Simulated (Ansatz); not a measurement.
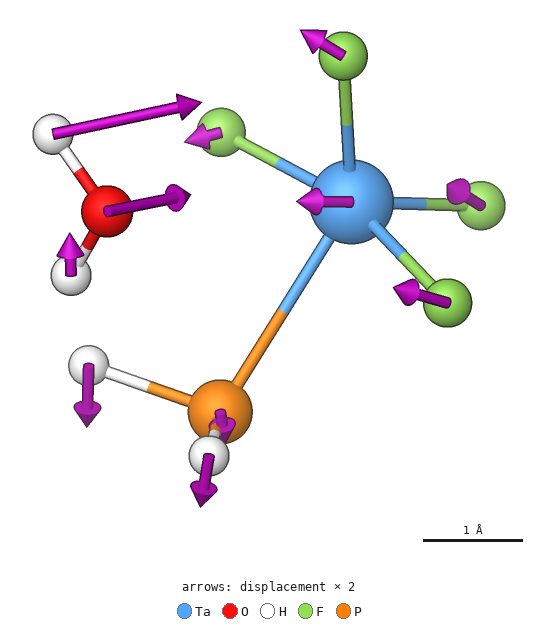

This is a relaxation of TaPH4OF4. The starting structure is drawn; purple arrows show the displacements, 2 times their true length. The two geometries are superimposed by the best rigid fit.

Style: ball-and-stick. Shown at a tilt.

The run prepares an end point of a later path (reaction) calculation, from a guessed geometry.

Level of theory: Ansatz, RKS PBE0/def2-SVP.

The input:
```yaml
crystal:
  periodic: [false, false, false]
  atoms:
    - { symbol: Ta, position_ang: [-0.521415, -0.464964, 0.3026] }
    - { symbol: O, position_ang: [2.671004, -0.270921, 0.067061] }
    - { symbol: H, position_ang: [3.000742, 0.451547, 0.613811] }
    - { symbol: F, position_ang: [-0.136252, -0.051487, 2.100957] }
    - { symbol: F, position_ang: [-0.547079, -1.189825, -1.429727] }
    - { symbol: F, position_ang: [0.07456, 1.202144, -0.286557] }
    - { symbol: F, position_ang: [-2.335459, -0.700034, 0.59237] }
    - { symbol: P, position_ang: [0.595551, -2.658845, 0.867156] }
    - { symbol: H, position_ang: [1.483837, -2.840204, -0.228764] }
    - { symbol: H, position_ang: [1.564785, -2.286689, 1.842253] }
    - { symbol: H, position_ang: [2.660025, -1.047422, 0.66964] }
basis:
  gaussian: { orbitals: def2-SVP }
hamiltonian:
  xc: pbe0
relax:
  f_tol: 0.03
  max_steps: 50
```

Run as
```bash
ansatz run input.yaml --threads 4 --pin off --max-ram 5120MiB --backend cpu --events-out ev --progress --plain --runs-dir out
```

### Describe the change and its energy.

The largest move after the best rigid fit is that of H3, 0.78 Å. By element the largest moves are H 0.78 Å, O 0.61 Å, F 0.37 Å, Ta 0.33 Å, P 0.20 Å. Among the contacts that change: Ta1–O2 3.207 → 2.276 Å, Ta1–H3 3.653 → 2.823 Å, Ta1–H11 3.255 → 2.920 Å, Ta1–P8 2.526 → 2.570 Å. New bonds form, among them: Ta1–O2 (3.21 → 2.28 Å). Among the angles between lasting bonds that change: F6–Ta1–P8 134.9° → 149.6°, F6–Ta1–F7 118.4° → 108.6°, H3–O2–H11 104.4° → 110.4°. The energy falls by 61.0 kJ/mol in 9 geometry steps. Largest force component: 0.74 eV/Å at the start, 0.023 eV/Å at the end.
